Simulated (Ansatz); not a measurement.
# SiPH₂ (sextet): inputs that go wrong

3 inputs are run for SiPH₂ (sextet) as typed; the log has to tell whether the result can be used and what must change.

The runs use Ansatz 0.2.0, Gaussian basis; the settings change from run to run.

24 further runs of the same task are left out: 8 that didn't finish, 16 set aside as unsound or not needed.

## Step 1: What is computed

The geometry is a PBE0/def2-TZVP stationary point (not a proven minimum) of the parent state, kept for this charge and spin.

4 atoms, charge 0, spin multiplicity 6.

Atoms are counted from 1 here; the program's logs count them from 0.

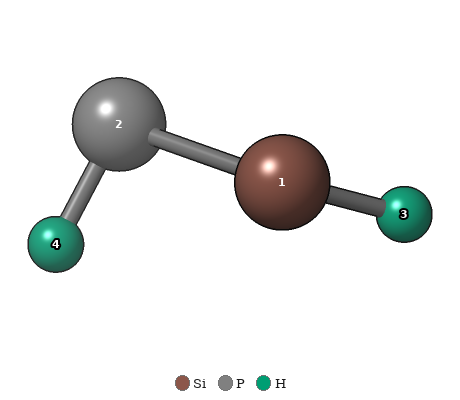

The structure; silicon brown, phosphorus grey, hydrogen teal; atoms are numbered from 1 in the order of the file.

## Step 2: Try 1

Input file in.yaml:

```yaml
crystal:
  periodic: [false, false, false]
  atoms:
    - {symbol: Si, position_ang: [0.000332, 0.390462, -1.038224]}
    - {symbol: P, position_ang: [0.000332, 0.090462, -1.088224]}
    - {symbol: H, position_ang: [0.995175, 0.691262, 1.910267]}
    - {symbol: H, position_ang: [0.666308, -1.148881, -1.327757]}
basis:
  gaussian: {orbitals: def2-mTZVP, point_charges: [{charge: -0.50, position_ang: [3.700, 0.347, -0.653]}]}
magnetization: {spin_polarized: false, initial_magnetization: 5}
hamiltonian: {xc: hf}
output: {orbitals: {seedname: orbitals}}
```

Launch:

```
ansatz run in.yaml --threads 1 --pin off --events-out ev --progress --plain --max-ram 2393MiB
```

What it wrote (excerpt; [...] marks lines left out):

```text
Functional definition: HF
  name "HF"
  cite "Fock, Z. Phys. 61, 126 (1930) doi:10.1007/BF01340294"
  parent pbe
[...]
442 factors; integrals over basis functions are off by at most 3.1e-4 eV
[...]
a density is far from that of the atoms, so the factors are made again for it
520 factors; integrals over basis functions are off by at most 8.2e-5 eV
[...]
mean field -15063.67344887 eV, -553.5797887213 hartree, gradient 6.3e-6 eV, S^2 8.750000; 0 other end points of the search recorded, 0 dependent functions left out
reference -15063.67344887 eV, -553.5797887213 hartree; 18, 13 occupied and 32, 37 virtual orbitals, 520 factors
Total energy: -15063.67344887 eV, -553.5797887213 hartree
```

Wall time 3.4 s (1 thread of Arm Neoverse V1, shared host).

What is wrong: The run converged, which proves nothing about the input. One atom lies on top of another. The shortest distance is 0.30 Å, against 1.43 Å in the geometry of step 1. Its energy belongs to another geometry. Fix: restore its position.

## Step 3: Try 2

Input file in.yaml:

```yaml
crystal:
  periodic: [false, false, false]
  atoms:
    - {symbol: Si, position_ang: [-0.059994, -0.083342, 1.179230]}
    - {symbol: P, position_ang: [0.000332, 0.090462, -1.088224]}
    - {symbol: H, position_ang: [0.995175, 0.691262, 1.910267]}
    - {symbol: H, position_ang: [0.666308, -1.148881, -1.327757]}
basis:
  gaussian: {orbitals: cc-pVDZ, fitting: {mean_field: def2-universal-jkfit}}
magnetization: {spin_polarized: false, initial_magnetization: 5}
hamiltonian: {xc: pbe}
correlation: {method: fic_mrcisd_q, electrons: valence, active_space: {window: {electrons: 7, orbitals: 7}}}
accuracy: high
```

Same command.

What it wrote:

```text
Error: invalid value for `correlation.active_space`: it starts from restricted Hartree–Fock orbitals; set hamiltonian.xc: hf without magnetization.spin_polarized
```

It took 0.03 s on 1 thread of Arm Neoverse V1, shared host.

What is wrong: The run was refused. An active space is asked on a functional's orbitals. Cure: start from Hartree-Fock.

## Step 4: Try 3

Input file in.yaml:

```yaml
crystal:
  periodic: [false, false, false]
  atoms:
    - {symbol: Si, position_ang: [-0.059994, -0.083342, 1.179230]}
    - {symbol: P, position_ang: [0.000332, 0.090462, -1.088224]}
    - {symbol: H, position_ang: [0.995175, 0.691262, 1.910267]}
    - {symbol: H, position_ang: [0.666308, -1.148881, -1.327757]}
basis:
  gaussian: {orbitals: "6-31G*"}
magnetization: {spin_polarized: false, initial_magnetization: 5}
correlation: {method: mp4, electrons: outside_noble_gas}
scf: {lower_state_search: off}
```

The command is unchanged.

What it wrote:

```text
Error: YAML parse error: error: line 11 column 23: unknown variant `mp4`, expected one of mp2, rpa, ccsd, ccsd_t, bccd, bccd_t, ccsdt, ccsdt_q, ccsdt_q_b, ccsdtq, fci, sc_nevpt2, fic_nevpt4_sd, fic_mrcisd_q, fic_mrcisd_q_relaxed
  --> <input>:11:23
   |
 9 |   gaussian: {orbitals: "6-31G*"}
10 | magnetization: {spin_polarized: false, initial_magnetization: 5}
11 | correlation: {method: mp4, electrons: outside_noble_gas}
   |                       ^ unknown variant `mp4`, expected one of mp2, rpa, ccsd, ccsd_t, bccd, bccd_t, ccsdt, ccsdt_q, ccsdt_q_b, ccsdtq, fci, sc_nevpt2, fic_nevpt4_sd, fic_mrcisd_q, fic_mrcisd_q_relaxed
12 | scf: {lower_state_search: off}
   |
```

It took 0.03 s on 1 thread of Arm Neoverse V1, shared host.

Diagnosis: The run was refused. The method's name isn't one that the program knows. Cure: name one from the list in the message.

## Step 5: Summary

```csv
try,level,ended,cause,time
1,HF/def2-mTZVP,converged,one atom lies on top of another,3.4 s
2,"MRCISD+Q(7,7)/cc-pVDZ",refused,an active space is asked on a functional's orbitals,0.03 s
3,'mp4'/6-31G*,refused,the method's name isn't one that the program knows,0.03 s
```

1 converged, 2 refused. The input that converges on a wrong geometry or spin is the dangerous one: no error points at it, so geometry and ⟨S²⟩ have to be checked.
